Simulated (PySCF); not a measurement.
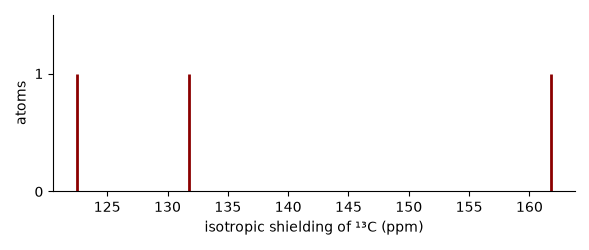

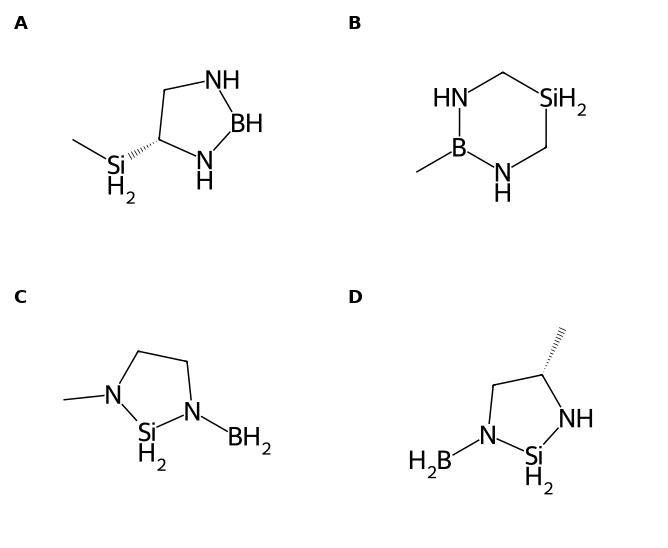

The sticks are computed shieldings of one of the molecules, for one fixed geometry (GFN2-xTB) without averaging over rotations. Low shielding means a high chemical shift. Method: GIAO PBE0/pcSseg-1 NMR shielding, non-relativistic, gas phase (PySCF 2.14.0).

### Which molecule gives this pattern?

D, `BN1C[C@H](C)N[SiH2]1`. Its 3 C atoms give lines at 122.5, 131.8, 161.8 ppm.

The geometry is semi-empirical. Around B, Si such bond lengths and angles can be off by a tenth of an ångström or more and by several degrees, and values that hang on the shape move with them.
